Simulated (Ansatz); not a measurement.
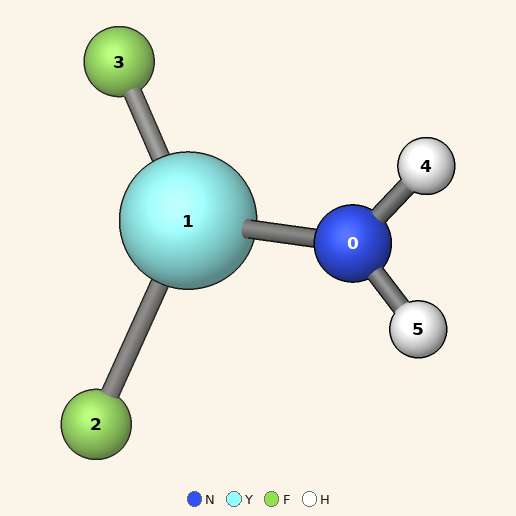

The picture shows the input geometry. Atoms are numbered from 0, in the order of the input.

Input file:

```yaml
crystal:
  periodic: [false, false, false]
  atoms:
    - {symbol: N, position_ang: [-0.119480, 0.944506, -0.293413]}
    - {symbol: Y, position_ang: [0.336512, -0.932846, 0.173538]}
    - {symbol: F, position_ang: [-1.253057, -2.433642, -0.733217]}
    - {symbol: F, position_ang: [1.761119, -1.449344, 1.253379]}
    - {symbol: H, position_ang: [0.355758, 1.892901, 0.106922]}
    - {symbol: H, position_ang: [-1.016482, 1.462965, -0.766889]}
basis:
  gaussian: {orbitals: ANO-RCC-VTZP}
hamiltonian: {xc: {name: B97}, pseudopotentials: {relativity: scalar}}
```

Command:

```sh
ansatz run in.yaml --threads 4 --pin off --events-out ev --progress --plain --max-ram 10444MiB
```

Output:

```
Functional definition: B97
  name "B97"
  cite "Becke, J. Chem. Phys. 107, 8554 (1997) doi:10.1063/1.475007"
  parameter cx = 0.1943
  parameter cx0 = 0.8094
  parameter cx1 = 0.5073
  parameter cx2 = 0.7481
  parameter css0 = 0.1737
  parameter css1 = 2.3487
  parameter css2 = -2.4868
  parameter cos0 = 0.9454
  parameter cos1 = 0.7471
  parameter cos2 = -4.5961
  exchange = spin_sum(e_x_unif_s*poly(b97_u_x, cx0, cx1, cx2)) + cx*exact_x
  correlation = spin_sum(e_c_pw_same_spin*poly(b97_u_same, css0, css1, css2))
      + integral(e_c_pw_opposite_spin*poly(b97_u_opposite, cos0, cos1, cos2))
1476 factors; their error is unknown
mean field evaluation 1: about -99058.9587 eV, gradient 9.1e1 eV
mean field evaluation 2: about -98917.2401 eV, gradient 2.6e2 eV
mean field evaluation 4: about -99073.0948 eV, gradient 1.6e1 eV
mean field evaluation 8: about -99073.4842 eV, gradient 1.7e-1 eV
mean field evaluation 16: about -99073.6191 eV, gradient 3.4e-4 eV
mean field -99073.61912491 eV, -3640.8883483296 hartree, gradient 8.3e-5 eV, S^2 0.000000; 0 other end points of the search recorded, 0 dependent functions left out
reference -99073.61917021 eV, -3640.8883499942 hartree; 33, 33 occupied and 153, 153 virtual orbitals, 1476 factors
Total energy: -99073.61917021 eV, -3640.8883499942 hartree
Relativity: scalar
```

The run converged.
